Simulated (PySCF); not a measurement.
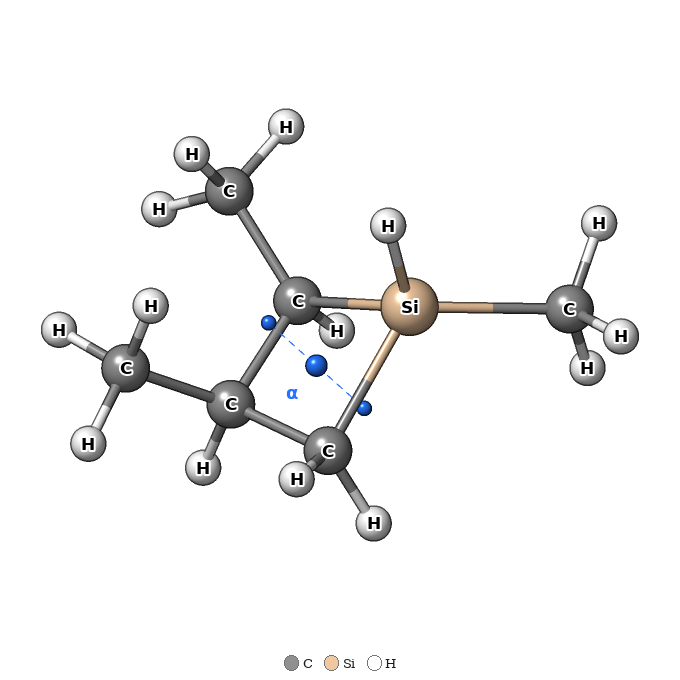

The small points mark where nucleus-independent chemical shifts (NICS) were computed: at the centre of each lettered ring and 1 Å above and below it. The geometry was computed by an optimisation with GFN2-xTB. No frequency run is at hand to confirm it as a minimum. Properties computed with GIAO PBE0/pcSseg-1 NMR shielding, non-relativistic, gas phase (PySCF 2.14.0).

Give NICS(0), NICS(1) and the out-of-plane component NICS(1)zz for each ring (means of the two sides).

```tsv
ring	members	NICS(0)	NICS(1)	NICS(1)zz
α	C3Si	−1.4	−1.4	3.7
```

Values in ppm.

The geometry is semi-empirical. Around Si such bond lengths and angles can be off by a tenth of an ångström or more and by several degrees, and values that hang on the shape move with them.
